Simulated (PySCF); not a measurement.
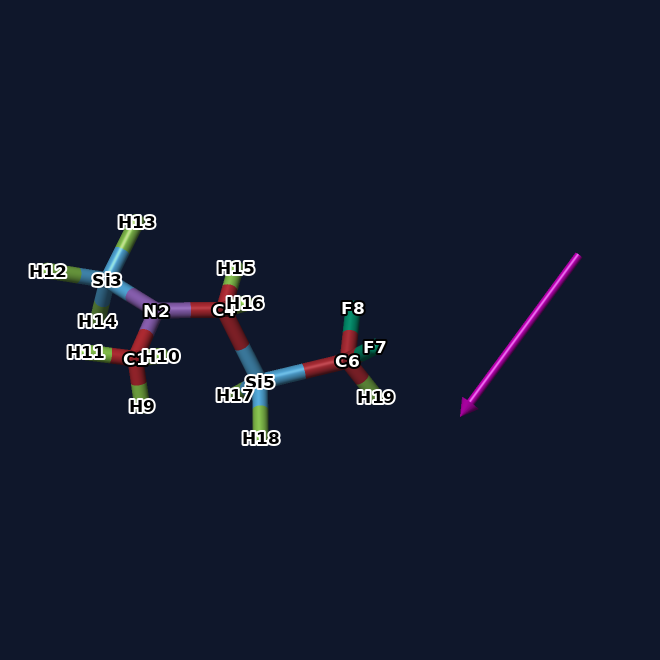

The arrow beside the molecule shows the direction of the dipole moment, from the negative to the positive end (its length means nothing). The geometry was computed by an optimisation with GFN2-xTB. No frequency run is at hand to confirm it as a minimum. Method: PBE0/pcSseg-1, gas phase (PySCF 2.14.0).

### How large is the dipole moment?

2.08 D; it points from the side of F8 to the side of H9 (the outermost atoms at the two ends).

The geometry is semi-empirical. Around Si such bond lengths and angles can be off by a tenth of an ångström or more and by several degrees, and values that hang on the shape move with them.
